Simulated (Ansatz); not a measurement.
**CH$_{7}$AsO$_{2}$Si (SMILES [SiH3]OCO[AsH2]): density, localisation and related maps**

The calculation's input:

```
crystal:
  periodic: [false, false, false]
  atoms:
    - { symbol: Si, position_ang: [-1.6837, 0.9439, 0.7244] }
    - { symbol: O, position_ang: [-0.5648, -0.2675, 0.4773] }
    - { symbol: C, position_ang: [0.6567, 0.3264, 0.1903] }
    - { symbol: O, position_ang: [1.723, -0.6703, 0.0024] }
    - { symbol: As, position_ang: [1.3174, -1.476, -1.6531] }
    - { symbol: H, position_ang: [-1.3277, 1.8663, 1.833] }
    - { symbol: H, position_ang: [-1.8284, 1.796, -0.5087] }
    - { symbol: H, position_ang: [-2.9973, 0.3996, 1.0133] }
    - { symbol: H, position_ang: [0.653, 1.0167, -0.6431] }
    - { symbol: H, position_ang: [1.0281, 0.931, 1.0999] }
    - { symbol: H, position_ang: [-0.01919, -0.64363, -1.80263] }
    - { symbol: H, position_ang: [2.17301, -0.36893, -2.36953] }
basis:
  gaussian: { orbitals: def2-mTZVP }
hamiltonian:
  xc: pbe0
relax:
  f_tol: 0.015
  max_steps: 40
output:
  orbitals: {}
```

Launched as:

```sh
ansatz run input.yaml --threads 2 --pin off --max-ram 3072MiB --backend cpu --events-out ev --progress --plain --runs-dir out
```

The fields are those of the relaxed geometry.

The calculation used RKS PBE0/def2-mTZVP (Ansatz 0.2.0).

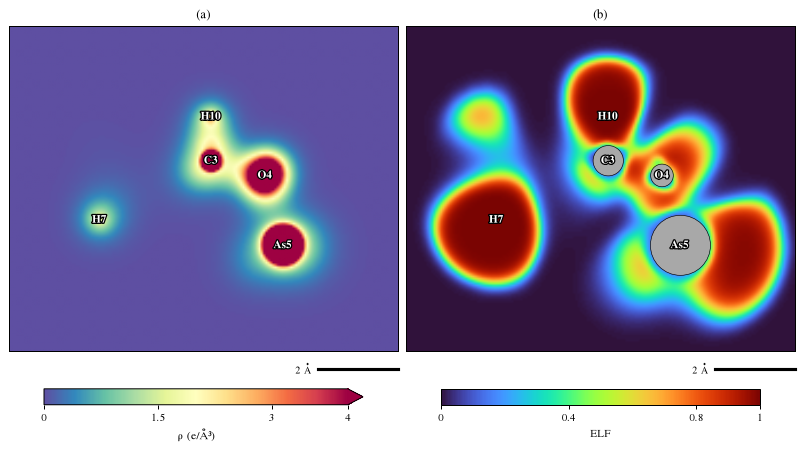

Figure 1. (a) total electron density; (b) ELF on the plane of atoms O4, C3 and H10. Grey discs cover the atomic cores in the ELF map.

What does the map show?

- The plane passes through C, O, As and H nuclei.
- C–O (1.39 Å): ρ at the midpoint is about 2.2 e/Å³, with its minimum of 1.9 e/Å³ about 0.5 Å from C; the ELF peaks at about 0.90 between the atoms (a shared but strongly polarised pair).
- As–O (1.81 Å): the density is about 0.97 e/Å³ at the midpoint; the ELF peaks at about 0.85 between the atoms; a shared but strongly polarised pair.
- C–H (1.10 Å): the density is about 2.1 e/Å³ at the midpoint; the ELF climbs to about 1 towards the hydrogen, as it does in any bond to H; a covalent bond by its length.
- The ELF also peaks beside O4, away from the bonds: lone-pair regions.

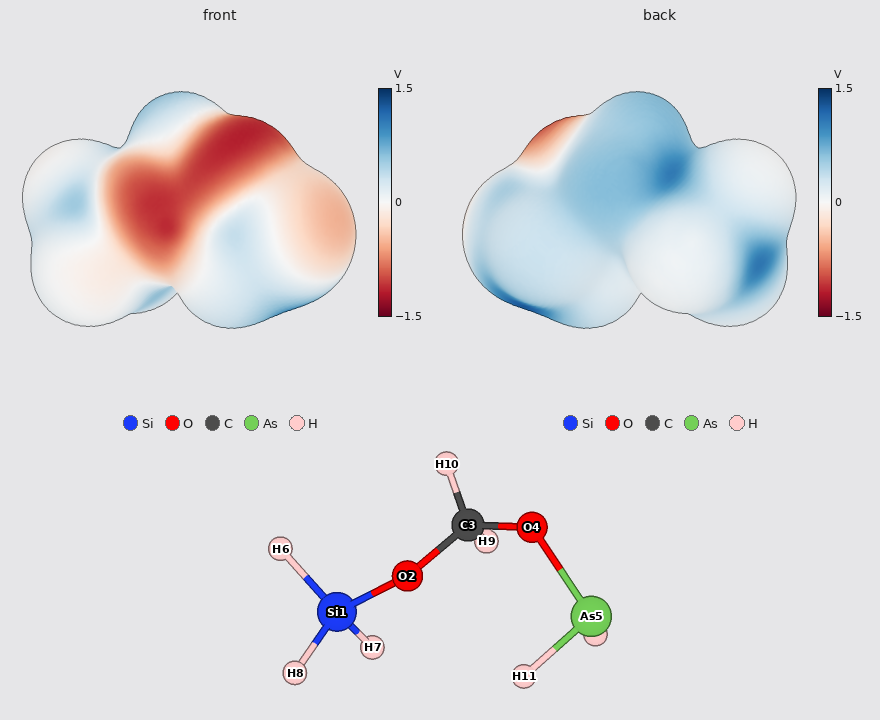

Figure 2. The molecular electrostatic potential painted on the density surface at 0.001 e/bohr³, seen from the front and from behind; the colour scale runs from red (negative) to blue (positive). The bare structure is drawn below in the same view.

Where is the surface potential most negative and most positive?

The most negative region (about −1.1 V) lies over O2 and O4, the most positive (about +1.2 V) over As5.

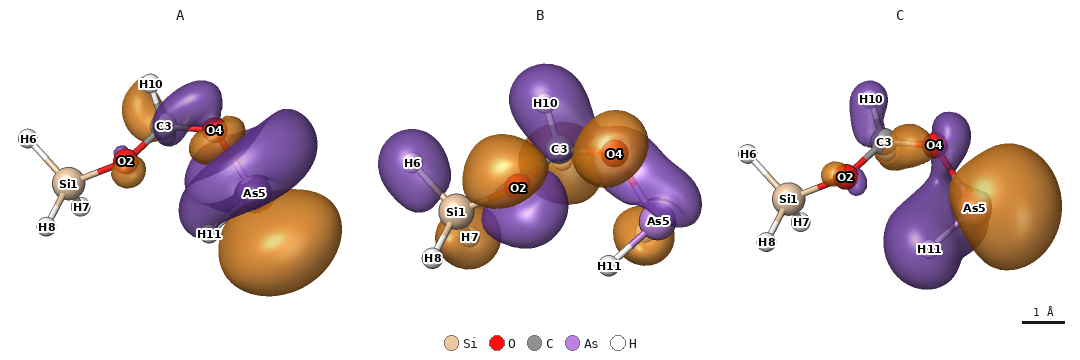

Figure 3. Three frontier orbitals at ±0.08 Å⁻³ᐟ² (orange and purple are the two phases), in no order.

Which picture is the HOMO−1, the HOMO and the LUMO?

B is the HOMO−1 (−8.20 eV). Its weight (Hirshfeld) is mainly on O2 (about 35 %), O4 (about 15 %), C3 (about 10 %) and H9 (about 10 %). C is the HOMO (−7.90 eV). By Hirshfeld shares it lies mainly on As5 (about 70 %), H11 (about 10 %), O4 (about 5 %) and H12 (about 5 %); largely a lone pair of As5. A is the LUMO (−0.43 eV). By Hirshfeld shares it lies mainly on As5 (about 65 %) and O4 (about 15 %).

What is the HOMO–LUMO gap?

7.47 eV between the orbital energies.
